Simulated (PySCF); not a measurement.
## Run report: C3H5F2OS2Si, EPR calculation

C3H5F2OS2Si, multiplicity 2, SMILES FC(F)O[C]1CS[SiH2]S1, computed with UKS B3LYP, pcH-1 on C F H O S Si, non-relativistic, mean-field spin-orbit, GIAO (PySCF 2.14.0).

It belongs to a series of runs on one base structure; here: H removed from sp3 C.

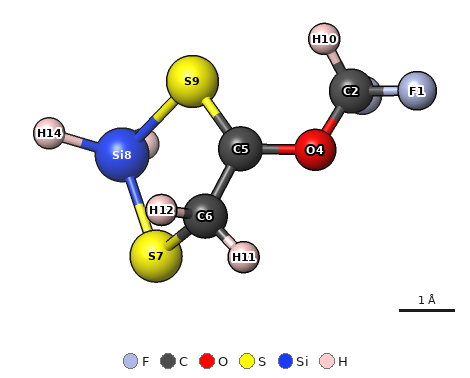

Figure 1. The input geometry (ball-and-stick view, seen at a tilt; atoms are numbered from 1 in the order of the input).

Results in brief

| quantity | value |
| --- | --- |
| outcome | converged |
| total energy | −1478.138046 hartree |
| ⟨S²⟩ | 0.755 |
| isotropic g | 2.0037 |
| hardware | 1 CPU thread, shared host |
| wall time | 2.7 min |
| peak memory | 1.2 GiB |

The input
```
{"job": {"kind": "epr", "basis": "pcH-1"}, "charge": 0, "multiplicity": 2}
F     -3.580336    -0.193170    -0.458967
C     -2.341900    -0.546225    -0.096035
F     -2.079719    -1.712033    -0.734716
O     -1.493563     0.428050    -0.495780
C     -0.290511     0.574597     0.167347
C      0.639487     1.515986    -0.409246
S      2.182836     0.608608    -1.131043
Si     2.269304    -0.848635     0.397272
S      0.263943    -0.580472     1.306021
H     -2.325590    -0.747247     0.990234
H      0.202122     2.068190    -1.235535
H      1.086504     2.185435     0.320778
H      2.278198    -2.198477    -0.124787
H      3.188547    -0.555078     1.482292
```

The first line tells a small driver script what to run in PySCF; the rest is the geometry in Å.

Launched with:
```bash
OMP_NUM_THREADS=1 python <driver script> task.json out
```

What the program printed
```
UKS, coarse grid
  cycle   1  E = -1477.98654285  |g| = 6.76e-01
  cycle   2  E = -1477.79959922  |g| = 1.03e+00
  cycle   3  E = -1478.13583052  |g| = 6.95e-02
  cycle   4  E = -1478.13700138  |g| = 4.83e-02
  cycle   5  E = -1478.13809783  |g| = 1.19e-02
  cycle   6  E = -1478.13817121  |g| = 5.89e-03
  cycle   7  E = -1478.13819155  |g| = 1.69e-03
  cycle   8  E = -1478.13819332  |g| = 1.17e-03
  cycle   9  E = -1478.13819536  |g| = 3.88e-04
UKS, final grid
  cycle   1  E = -1478.13804608  |g| = 6.38e-04
  cycle   2  E = -1478.13804570  |g| = 1.15e-03
  cycle   3  E = -1478.13804625  |g| = 6.01e-05
  cycle   4  E = -1478.13804626  |g| = 1.53e-05
E = -1478.13804626 Eh   <S^2> = 0.7554 (exact 0.7500)
g shifts (ppm)      1          2          3
  rmc          -210       -210       -210
  gc             17         28         36
  oz_so       -1254       1943       4005
  total       -1448       1761       3831
hyperfine (MHz)  atom isotope    a_iso     a_fc   dipolar eigenvalues
    0   19F      -0.92      -0.86     -6.88     -4.02     10.90
    1   13C      -3.83      -3.83     -1.80      0.30      1.50
    2   19F      53.22      53.15    -16.97    -15.50     32.47
    3   17O     -23.82     -23.80    -45.15     21.44     23.71
    4   13C     120.74     120.66    -67.63    -65.42    133.05
    5   13C       0.23       0.26     -3.80      0.54      3.27
    6   33S      25.72      25.72    -12.69    -12.05     24.74
    7  29Si     -67.04     -67.33    -19.73      9.65     10.07
    8   33S      36.70      36.83     -9.79     -6.50     16.28
    9    1H       0.24       0.24     -3.56     -2.64      6.20
   10    1H       1.34       1.36     -4.59     -3.30      7.89
   11    1H      54.62      54.63     -5.61     -2.13      7.74
   12    1H       1.33       1.33     -2.63      0.23      2.40
   13    1H      -4.77      -4.76     -1.87     -0.69      2.56
```

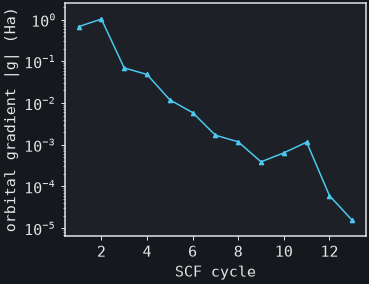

Figure 2. Convergence of the self-consistent field: orbital gradient |g| against the SCF cycle. All cycles printed in the log are drawn one after another.

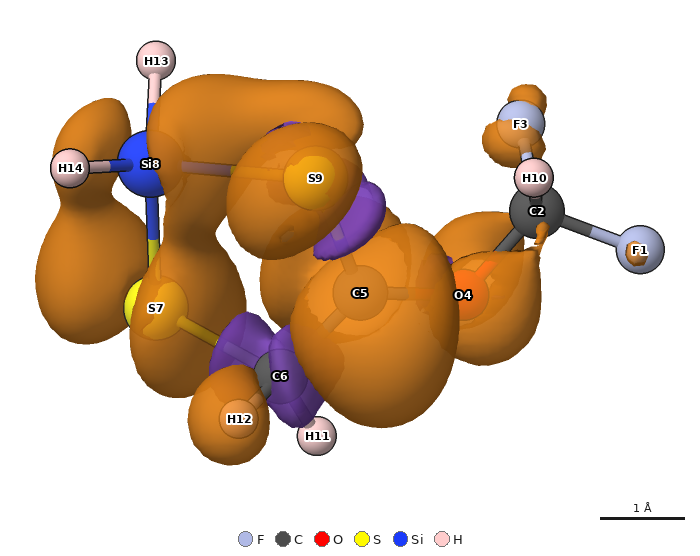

Figure 3. Isosurfaces of the spin density at +0.008 (orange) and −0.008 e/Å³ (purple), seen face on. The unpaired spin (1 electron) lies mostly on C5 (about 0.5), O4 (about 0.1), S7 (about 0.1), S9 (about 0.1) and Si8 (about 0.1), in electrons by Hirshfeld's partition.

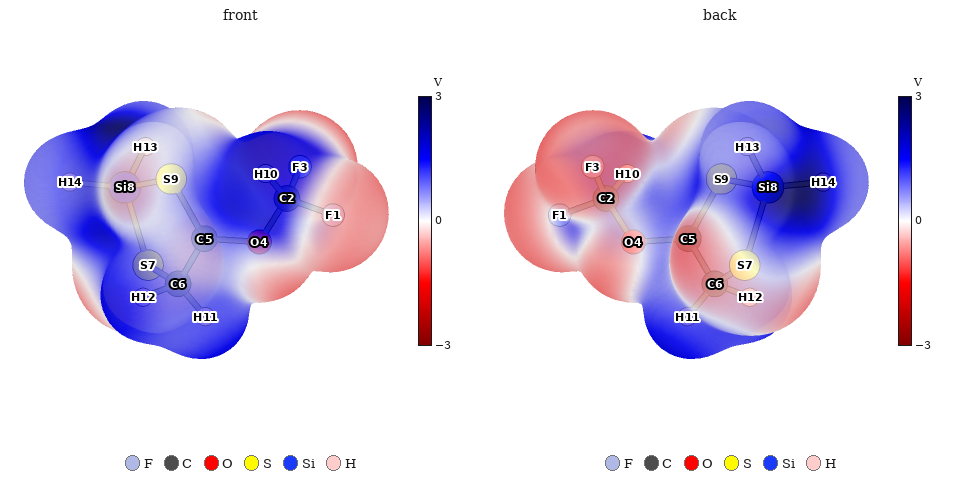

Figure 4. The molecular electrostatic potential painted on the density surface at 0.004 e/bohr³, seen at a tilt and from behind; red is negative and blue positive.
